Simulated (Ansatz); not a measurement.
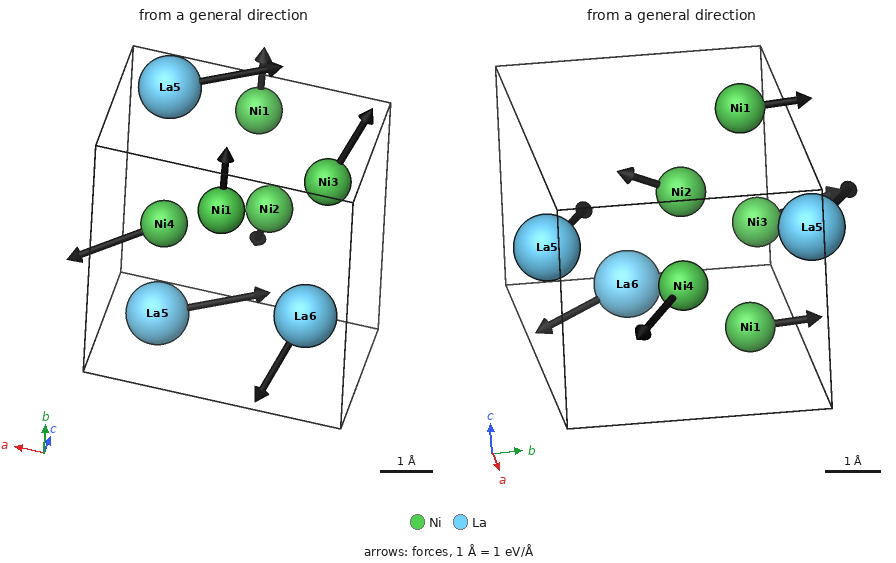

Structure drawing (spheres-only), viewed from two general directions. Atoms at the boundary of the simulation cell (the box) are drawn once for each face, edge or corner they touch. The arrows are the computed forces on the atoms.

System: LaNi2. Theory: DFT, PAW plane waves, m-r2SCAN+U (Ansatz 0.2.0). Numerical settings: a cutoff energy of 500 eV, k-mesh 4×4×4, Fermi-Dirac smearing of 0.1 eV, U_eff = 5.05 eV on Ni d, no spin polarisation (a spin-restricted run, not always the ground state).

> Are the forces small enough to call this converged?

No. The atoms still feel forces of up to about 1.7 eV/Å, far above a usual threshold of 0.01 to 0.03 eV/Å.

> How big are the forces on each element on average?

Mean magnitudes: about La 1.6 eV/Å, Ni 1.2 eV/Å.

The model is a made-up disordered cell; its atoms and cell weren't optimised. Ansatz was used for an electronic-structure calculation on it.
